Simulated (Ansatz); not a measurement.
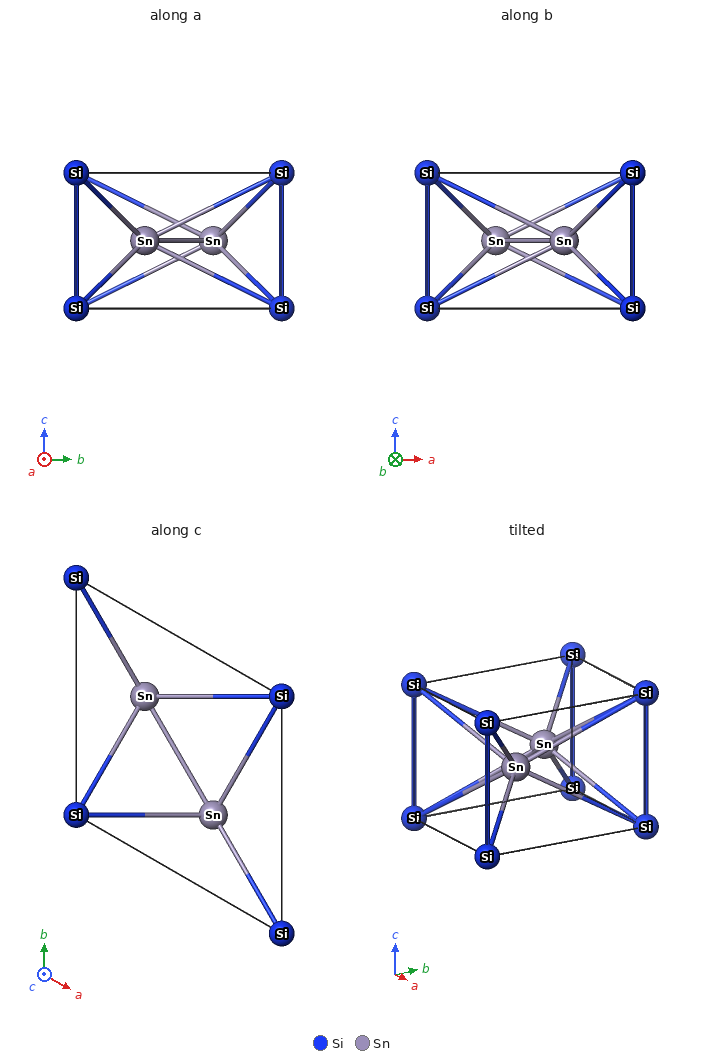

We look at a ball-and-stick model of the crystal along the a axis, along the b axis, along the c axis and slightly off an axis. The lines enclose the conventional unit cell; boundary atoms appear with their images.

Lattice parameters: a = 5.2805 Å, b = 5.2805 Å, c = 3.0177 Å, α = 90.000°, β = 90.000°, γ = 120.000°.

Express the structure as a CIF with its space group and independent sites.

```cif
data_structure
_symmetry_space_group_name_H-M 'P 6/m m m'
_symmetry_Int_Tables_number 191
_cell_length_a 5.2805
_cell_length_b 5.2805
_cell_length_c 3.0177
_cell_angle_alpha 90.000
_cell_angle_beta 90.000
_cell_angle_gamma 120.000
_cell_volume 72.87
loop_
_atom_site_label
_atom_site_type_symbol
_atom_site_symmetry_multiplicity
_atom_site_Wyckoff_symbol
_atom_site_fract_x
_atom_site_fract_y
_atom_site_fract_z
_atom_site_occupancy
Si1 Si 1 a 0.0000 0.0000 0.0000 1
Sn1 Sn 2 d 0.3333 0.6667 0.5000 1
```

The structure was taken from a textbook structure type filled with these elements (whether it is the usual form wasn't checked). Earlier steps of the study may have refined or changed the cell and positions. It was the input of a calculation with Ansatz.
